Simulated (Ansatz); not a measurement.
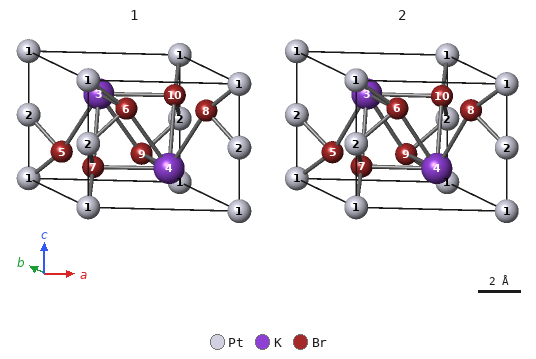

Two geometries of crystalline KPtBr3 (a generated structure, set up in P6_3/mmc), drawn at one scale. One is the start of a relaxation, the other its converged end. Style: ball-and-stick. Shown: the cell of the calculation, reduced to other axes, slightly off an axis. Lengths and directions refer to the drawn axes.

Method: DFT, PAW plane waves, r2SCAN in Ansatz. (plane-wave cutoff 500 eV; k-point mesh 6 × 6 × 6; occupations fermi dirac; smearing width 0.1 eV; no spin polarisation; cell and atoms relaxed; force threshold 0.03 eV/Å; at most 60 steps)

Which one is relaxed?

Structure 2 is the relaxed one. The start is a swapped structure. The energy falls by 79.9 meV per atom in 4 accepted moves (5 points after the start). Largest force component: 1.8 eV/Å at the start, 0.0035 eV/Å at the end. The pressure goes from 5.13 to 0.01 GPa. At 1 point the geometry stayed and the basis and grid were re-selected for the new cell (energy shift of less than 0.05 meV per atom at most each time). The largest moves relative to the cell, 0.17 Å, are those of Br5, Br6, Br7, Br8, Br9 and Br10. Br6 goes along [2 1 0]. K and Pt stay in place. The drawn cell changes as follows: a = b 7.316 → 7.284 Å (−0.4 %), c 6.249 → 6.243 Å (−0.1 %); the volume changes by −1.0 %. Among the contacts that change: Pt1–Br10 2.530 → 2.654 Å, K3–Br5 3.841 → 3.740 Å, K3–Br10 3.660 → 3.642 Å. Among the angles between lasting bonds that change: K4–Br6–K4 108.9° → 113.2°, Pt1–Br6–K4 163.7° → 159.4°, Pt1–Br6–Pt2 76.3° → 72.0°. The space group stays P6_3/mmc (No. 194).
